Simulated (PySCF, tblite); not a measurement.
Potential energy curve for NH, triplet.

Computed with: UCCSD(T) = CCSD(T) on UHF/cc-pVTZ, 1 core orbital frozen in PySCF; UHF/cc-pVTZ (PySCF); CASSCF(6,5)/cc-pVTZ (PySCF); GFN2-xTB, 300 K electronic temperature (tblite).

Energies are in kJ/mol, each relative to the lowest point of its own curve near equilibrium.

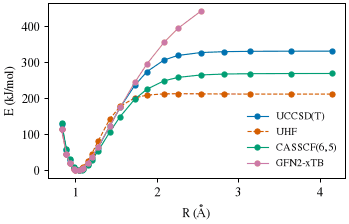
Figure. Energy against bond length for each method.

| R / Å | UCCSD(T) | UHF | CASSCF(6,5) | GFN2-xTB |
|---|---|---|---|---|
| 0.83 | 128.0 | 115.0 | 132.4 | 114.2 |
| 0.89 | 56.0 | 46.4 | 59.5 | 45.4 |
| 0.93 | 27.3 | 20.0 | 30.0 | 19.7 |
| 0.98 | 7.1 | 3.0 | 8.7 | 3.4 |
| 1.00 | 3.0 | 0.2 | 4.1 | 0.6 |
| 1.04 | 0.0 | 0.0 | 0.0 | 0.0 |
| 1.08 | 2.7 | 5.6 | 1.5 | 4.5 |
| 1.09 | 4.1 | 7.8 | 2.6 | 6.3 |
| 1.15 | 17.3 | 25.5 | 13.7 | 20.7 |
| 1.20 | 32.8 | 45.0 | 27.4 | 36.5 |
| 1.28 | 63.0 | 80.9 | 54.0 | 65.6 |
| 1.42 | 121.7 | 141.3 | 105.0 | 121.6 |
| 1.55 | 174.5 | 177.6 | 149.2 | 174.7 |
| 1.73 | 236.1 | 201.2 | 197.6 | 244.4 |
| 1.88 | 274.2 | 208.9 | 225.5 | 295.8 |
| 2.09 | 306.5 | 212.3 | 248.5 | 355.7 |
| 2.26 | 319.1 | 212.7 | 258.0 | 394.4 |
| 2.54 | 327.1 | 212.4 | 264.9 | 442.1 |
| 2.83 | 329.6 | 212.0 | 267.4 | — |
| 3.15 | 330.5 | 211.7 | 268.4 | — |
| 3.65 | 331.0 | 211.6 | 268.8 | — |
| 4.15 | 331.1 | 211.7 | 268.9 | — |

At the longest distance, 4.15 Å, UCCSD(T) lies highest above its minimum (331.1 kJ/mol) and UHF lowest (211.7 kJ/mol).

A dash means that the run gave no value there, or that the column was ended at a point which the program doubted or which failed a test of continuity chosen for this set; such a test can also cut sound points.

The unrestricted determinant behind UCCSD(T), UHF is spin-contaminated at 1.42 to 4.15 Å (<S²> up to 3.0, against 2.00 for a pure triplet).
